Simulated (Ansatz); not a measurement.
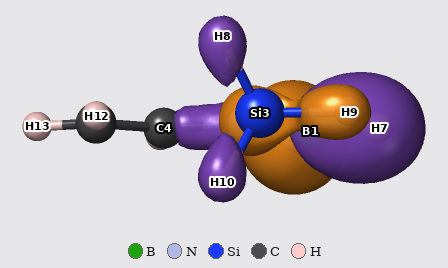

*C2H8BNSi. The HOMO−1 at ±0.15 Å⁻³ᐟ² (orange and purple are the two phases), seen from one side.*

Geometry: PBE0-D4/def2-TZVP.

Theory: RKS PBE0-D4/def2-TZVPP in Ansatz.

The calculation's input:

```
crystal:
  periodic: [false, false, false]
  atoms:
    - {symbol: B, position_ang: [-1.676447, 0.847261, 0.485624]}
    - {symbol: N, position_ang: [-0.455431, 0.235020, 0.145483]}
    - {symbol: Si, position_ang: [0.923693, 0.286505, 1.246290]}
    - {symbol: C, position_ang: [-0.319210, -0.429258, -1.083581]}
    - {symbol: C, position_ang: [0.772919, -1.045068, -1.524005]}
    - {symbol: H, position_ang: [-2.586572, 0.788571, -0.290273]}
    - {symbol: H, position_ang: [-1.778394, 1.409052, 1.534721]}
    - {symbol: H, position_ang: [1.327780, -1.095369, 1.609783]}
    - {symbol: H, position_ang: [0.501810, 1.039019, 2.445787]}
    - {symbol: H, position_ang: [2.070456, 0.957421, 0.583133]}
    - {symbol: H, position_ang: [-1.220472, -0.405734, -1.688797]}
    - {symbol: H, position_ang: [1.695905, -1.095747, -0.957195]}
    - {symbol: H, position_ang: [0.764462, -1.526472, -2.492171]}
basis:
  gaussian: {orbitals: def2-TZVPP}
hamiltonian: {xc: pbe0, dispersion: d4}
output: {orbitals: {seedname: orbitals}}
```

Command:

```sh
ansatz run in.yaml --threads 2 --pin off --events-out ev --progress --plain --max-ram 22528MiB --backend cuda --devices 0, --max-vram 18GiB
```

Describe this orbital and give its energy.

Answer. By Hirshfeld shares it lies mainly on B1 (about 30 %), H6 (about 20 %), H7 (about 20 %), Si3 (about 10 %) and N2 (about 10 %). Its energy is −9.06 eV.
